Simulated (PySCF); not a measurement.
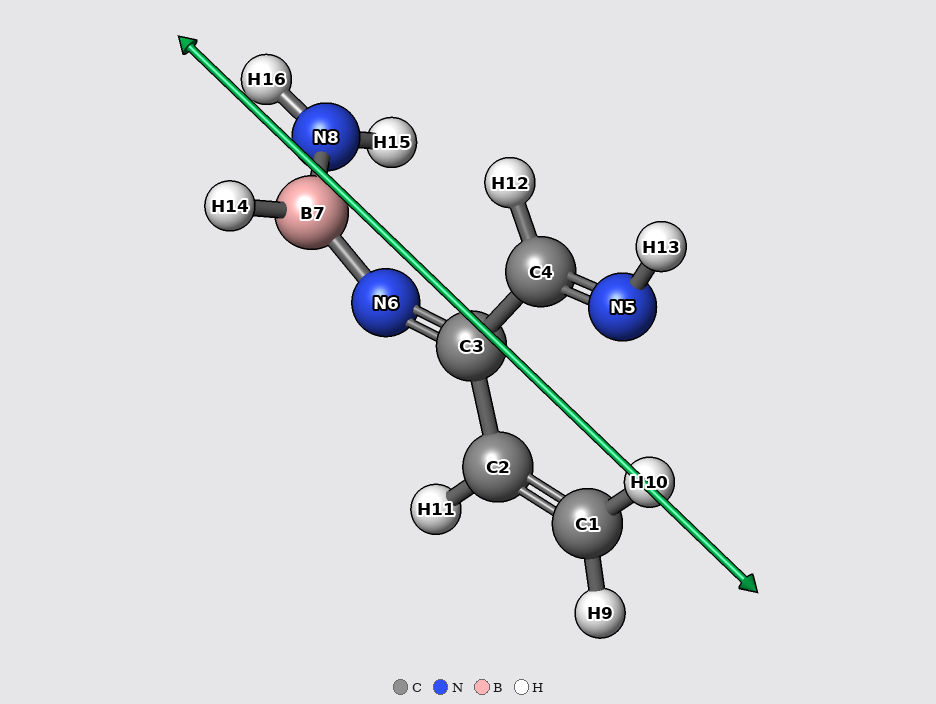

The double arrow shows the direction of the transition dipole to excited singlet state 3 (its length means nothing). Computed geometry: GFN2-xTB optimisation. No frequency run is at hand to confirm it as a minimum. Method: TDDFT CAM-B3LYP/def2-SVPD, vertical, gas phase, core orbitals frozen in the response (PySCF 2.14.0).

How is the transition polarised?

Answer. Close to the long direction C1···N8.

Where does the transition lie, and how strong is it?

Answer. 5.21 eV (238 nm), oscillator strength 0.33, mainly HOMO−1 → LUMO (weight 0.91); transition dipole 4.09 D.

The geometry is semi-empirical. Around B such bond lengths and angles can be off by a tenth of an ångström or more and by several degrees, and values that hang on the shape move with them.
